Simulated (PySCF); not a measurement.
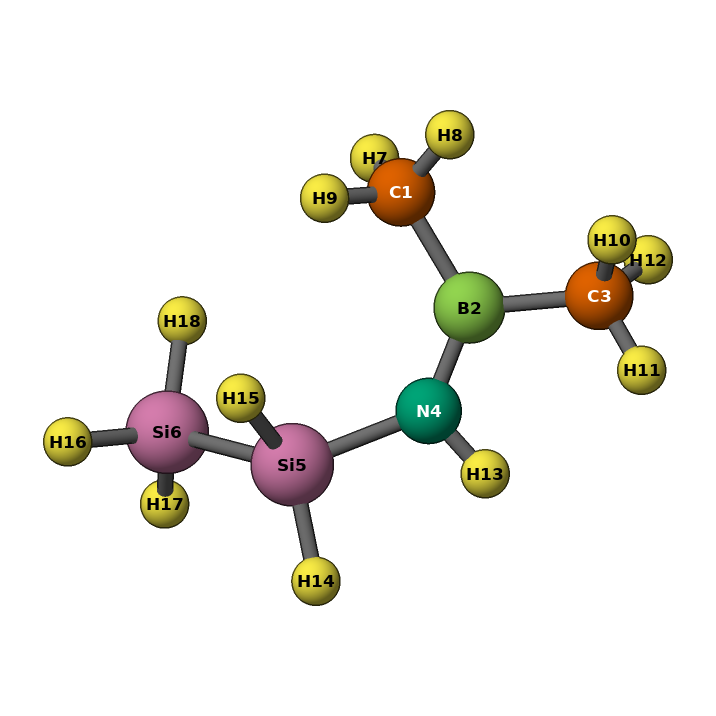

Geometry: a frame of a GFN2-xTB molecular-dynamics simulation, not a minimum. Method: GIAO PBE0/pcSseg-1 NMR shielding, non-relativistic, gas phase (PySCF 2.14.0). Principal shieldings σ11 ≤ σ22 ≤ σ33, span Ω = σ33 − σ11, skew κ = 3(σiso − σ22)/Ω.

Give the shielding tensors of the N atoms.

```
atom   σ11    σ22    σ33   σiso      Ω      κ
  N4  84.8  189.1  210.3  161.4  125.5  −0.66
```

Shieldings and span in ppm.
